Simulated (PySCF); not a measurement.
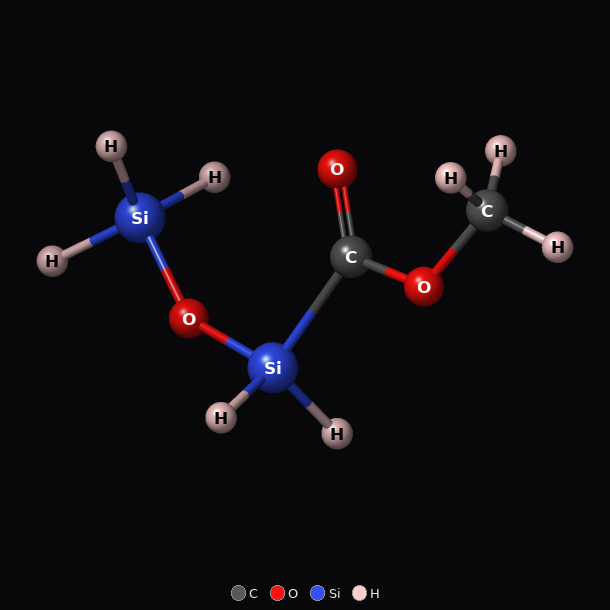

The computed structure is the end point of a GFN2-xTB optimisation. No frequency run is at hand to confirm it as a minimum. Properties computed with PBE0/pcSseg-1, gas phase (PySCF 2.14.0).

Q: Give the dipole moment at this level.

A: 1.76 D.

Q: Give the LUMO energy (Kohn–Sham orbital) at this level.

A: −0.47 eV.

Q: Estimate the HOMO energy (Kohn–Sham orbital).

A: −7.75 eV.

The geometry is semi-empirical. Around Si such bond lengths and angles can be off by a tenth of an ångström or more and by several degrees, and values that hang on the shape move with them.
